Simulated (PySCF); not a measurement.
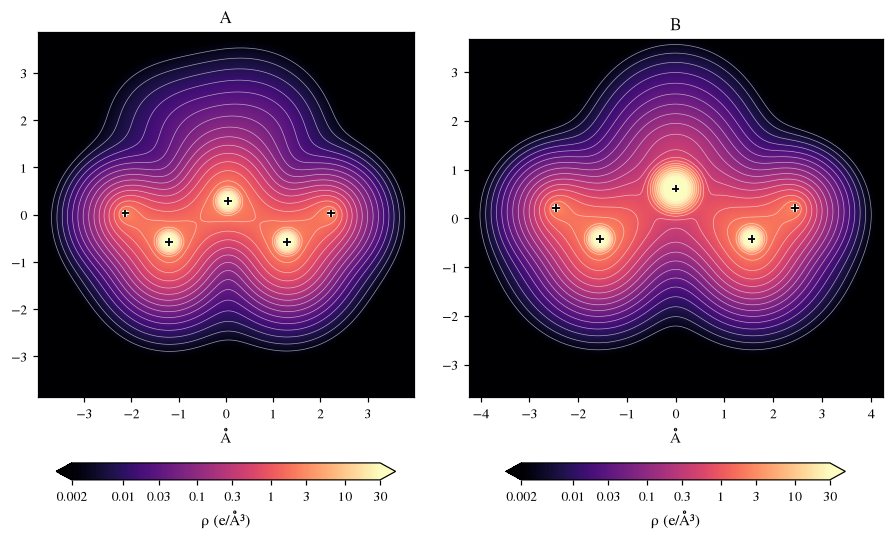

The electron density of 2 systems, each on a plane through atoms (crosses mark nuclei in the plane).

Computed with PySCF, B3LYP/def2-SVPD, SCF density, gas phase, scalar-relativistic core potentials on the heavy atoms.

System 1: C2H7BrSi (SMILES [H][Si](C)(C)Br), the plane of atoms Si1, C3 and H4. Geometry: PBE0-D3(BJ)/def2-SVP.

```xyz
11

Si   -0.2576   -0.4820    0.3981
H    -0.3711   -0.7008    1.8703
C     1.5333   -0.4732   -0.1356
H     2.0373   -1.4010    0.1733
H     2.0627    0.3804    0.3174
H     1.6081   -0.3883   -1.2305
C    -1.1725    1.0642   -0.1160
H    -2.2233    1.0207    0.2064
H    -1.1530    1.1778   -1.2105
H    -0.7066    1.9550    0.3351
Br   -1.2592   -2.2381   -0.5771
```

System 2: C4H11Sb (SbH2(tBu)), the plane of atoms C4, C7 and H14. Geometry: PBE0-D3(BJ)/def2-SVP; core potentials replace the inner electrons of Sb.

```csv
atom,x (Å),y (Å),z (Å)
Sb,0.9662,1.5657,1.2704
H,2.3231,1.6275,0.2154
H,0.1803,2.8167,0.3911
C,-0.0234,-0.0568,0.1202
C,-1.4599,-0.1556,0.6243
C,0.7348,-1.3470,0.4172
C,-0.0017,0.2430,-1.3729
H,-1.9882,-0.9732,0.1002
H,-1.5080,-0.3742,1.7031
H,-2.0274,0.7703,0.4385
H,0.7381,-1.5891,1.4921
H,1.7811,-1.2985,0.0757
H,0.2574,-2.1941,-0.1087
H,1.0241,0.3493,-1.7569
H,-0.5494,1.1666,-1.6144
H,-0.4814,-0.5847,-1.9288
```

Q: Which map belongs to which system?

A: Panel A is system 2, C4H11Sb: the plane holds C and H. C–C (1.52 Å): ρ is about 1.7 e/Å³ halfway. Panel B is system 1, C2H7BrSi: the plane holds Si, C and H. C–Si (1.87 Å): ρ is about 0.98 e/Å³ halfway.
